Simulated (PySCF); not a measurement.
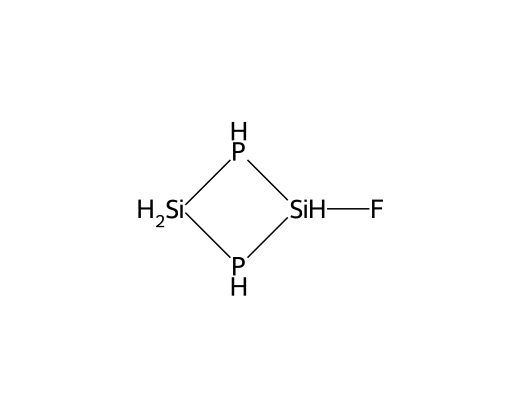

2D structure.

Write the SMILES.

Answer. F[SiH]1P[SiH2]P1

Give the formula, hydrogens included.

Answer. FH5P2Si2.

An optimisation with PBE0-D3(BJ)/def2-SVP gave a structure of which point group?

Answer. C1.

More results for the same structure follow; atom numbers are the same in all pictures, views and colours differ. The computed structure is the end point of a PBE0-D3(BJ)/def2-SVP optimisation. No frequency run is at hand to confirm it as a minimum.

### Geometry

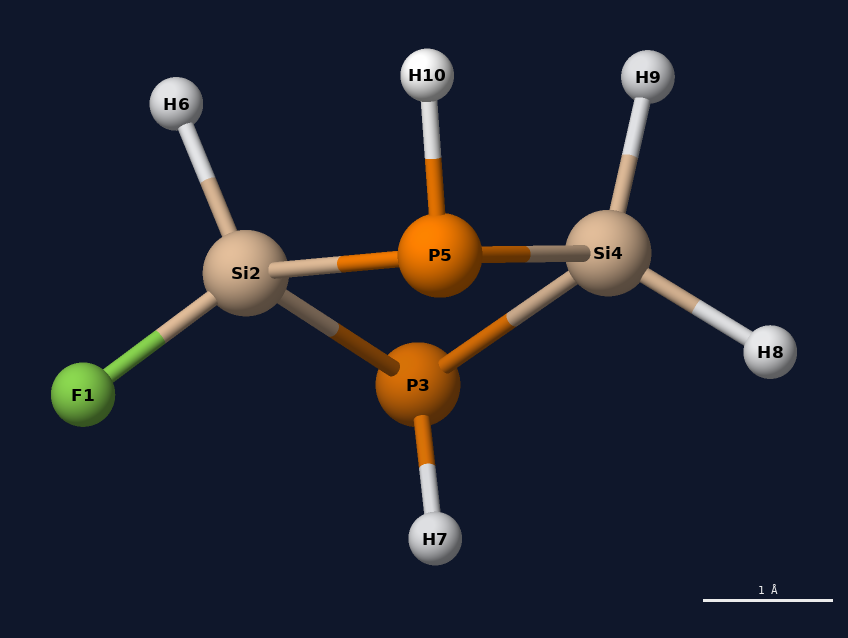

Numbered structure. No frequency run is at hand to confirm it as a minimum.

Estimate the angles F1–Si2–P3, F1–Si2–P5, F1–Si2–H6, Si2–P3–Si4, Si2–P5–Si4, P3–Si2–P5, P3–Si2–H6, P3–Si4–H8, P3–Si4–H9, Si4–P5–H10, P5–Si2–H6, P5–Si4–H8.

```csv
angle,degrees
F1–Si2–P3,113.3
F1–Si2–P5,113.4
F1–Si2–H6,107.2
Si2–P3–Si4,77.1
Si2–P5–Si4,77.5
P3–Si2–P5,98.6
P3–Si2–H6,110.7
P3–Si4–H8,112.7
P3–Si4–H9,110.3
Si4–P5–H10,100.0
P5–Si2–H6,113.7
P5–Si4–H8,113.2
```

### Dipole moment

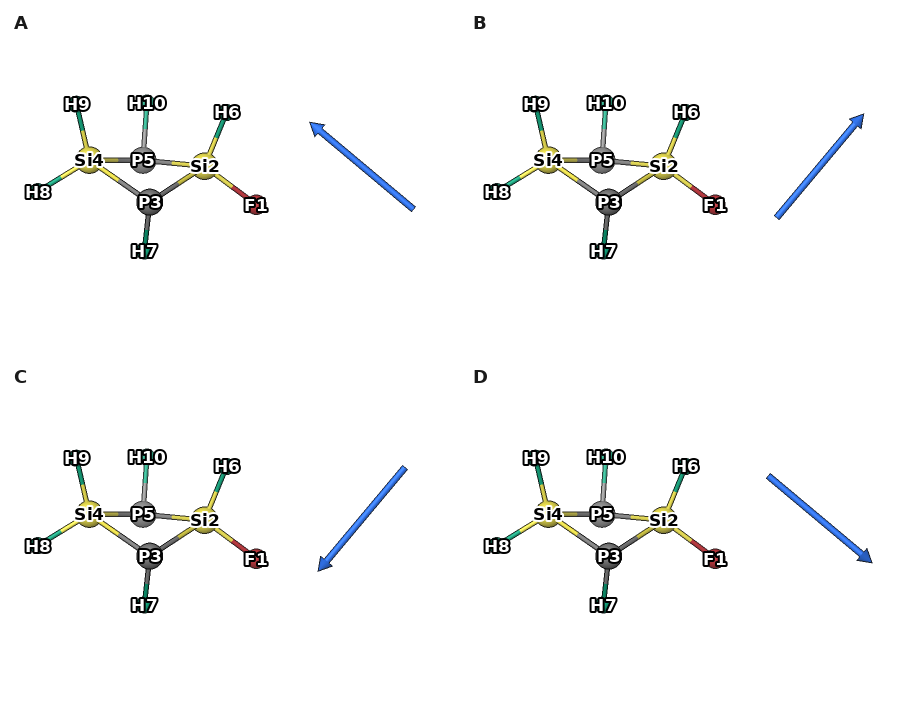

The same molecule four times, each with an arrow. No frequency run is at hand to confirm it as a minimum. Properties computed with PBE0/6-311+G(2d,p), gas phase (PySCF 2.14.0).

Which arrow points along the dipole moment, from the negative to the positive end?

Answer. A. The dipole moment is 1.93 D; it points from the side of F1 to the side of H9 (the outermost atoms at the two ends).

### Bond orders

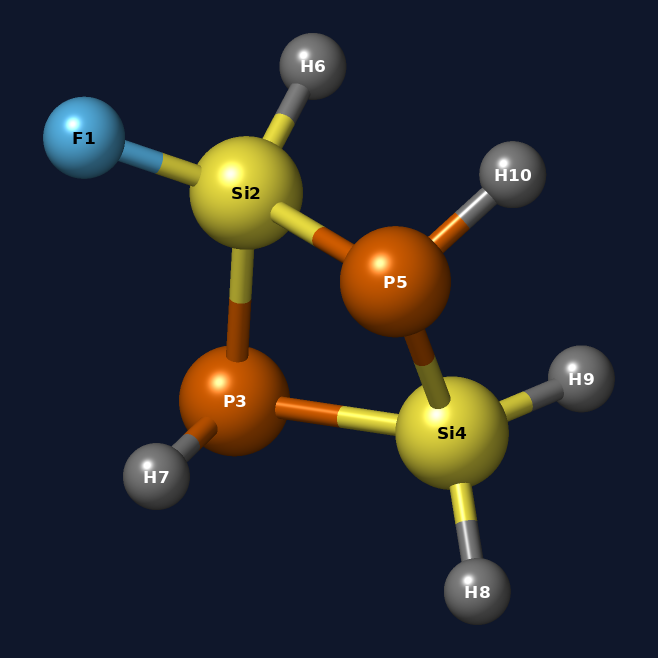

Every bond is drawn as one stick. No frequency run is at hand to confirm it as a minimum. Method: PBE0/IGLO-III (PySCF 2.14.0).

List the Mayer bond orders of F1–Si2, Si2–P3, Si2–P5, Si2–H6, P3–Si4, P3–H7, Si4–P5, Si4–H8, Si4–H9, P5–H10.

| bond | Mayer order | length (Å) |
| --- | --- | --- |
| F1–Si2 | 0.76 | 1.626 |
| Si2–P3 | 0.98 | 2.266 |
| Si2–P5 | 0.99 | 2.256 |
| Si2–H6 | 0.92 | 1.490 |
| P3–Si4 | 0.96 | 2.287 |
| P3–H7 | 0.92 | 1.435 |
| Si4–P5 | 0.95 | 2.281 |
| Si4–H8 | 0.92 | 1.491 |
| Si4–H9 | 0.94 | 1.492 |
| P5–H10 | 0.94 | 1.428 |

### Ring current

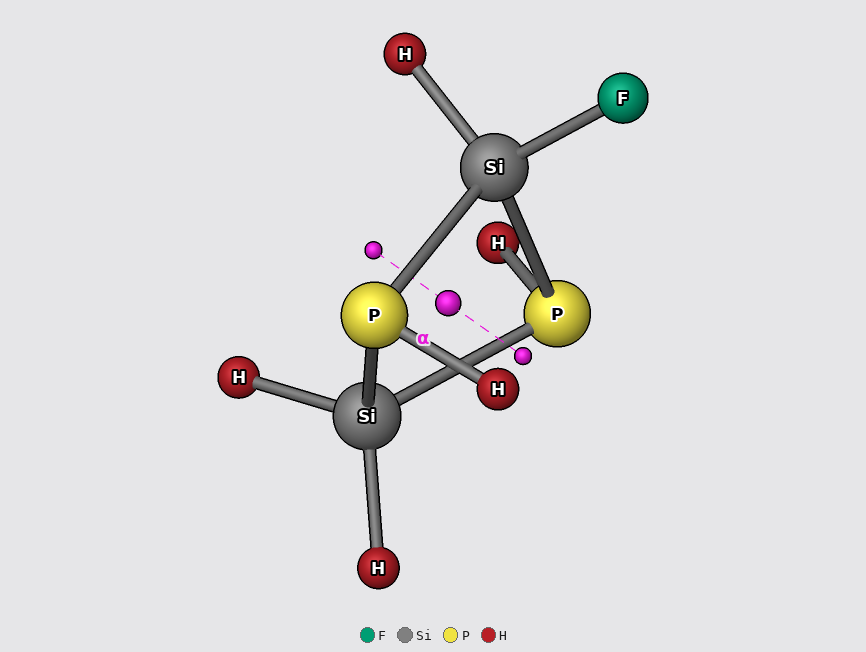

The small points mark where nucleus-independent chemical shifts (NICS) were computed: at the centre of each lettered ring and 1 Å above and below it. No frequency run is at hand to confirm it as a minimum. Properties computed with GIAO PBE0/aug-cc-pVDZ NMR shielding, non-relativistic, gas phase (PySCF 2.14.0).

Give NICS(0), NICS(1) and the out-of-plane component NICS(1)zz for each ring (means of the two sides).

```
ring  members  NICS(0)  NICS(1)  NICS(1)zz
   α    Si2P2     −2.7     −2.8        5.1
```

Values in ppm.
